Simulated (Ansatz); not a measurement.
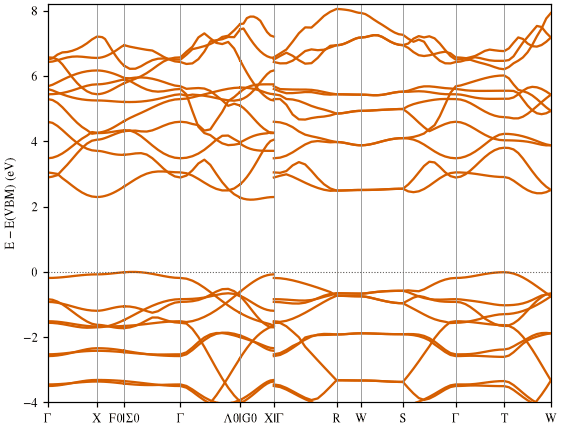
Fig. 1. Band structure from the program Ansatz at the PBE level (PAW)

The gap is 2.21 eV; an edge lies off the plotted path or next to a special point (maximum off the standard path, minimum on the G0–X line, 33 % of the way from G0).

The material is SiSe2 in space group Ibam (No. 72; Se on 8j, Si on 4a).

Symmetry was held in the PBE relaxation. The volume lies over 15 % above that of the usual cell of this phase: another minimum, or an error of the functional. A crystal of weakly bound chains computed without a dispersion correction: the cell and the soft elastic constants depend strongly on that. Spin–orbit coupling is left out wherever it is not named.

Potentials: the later of the program's two PAW sets.
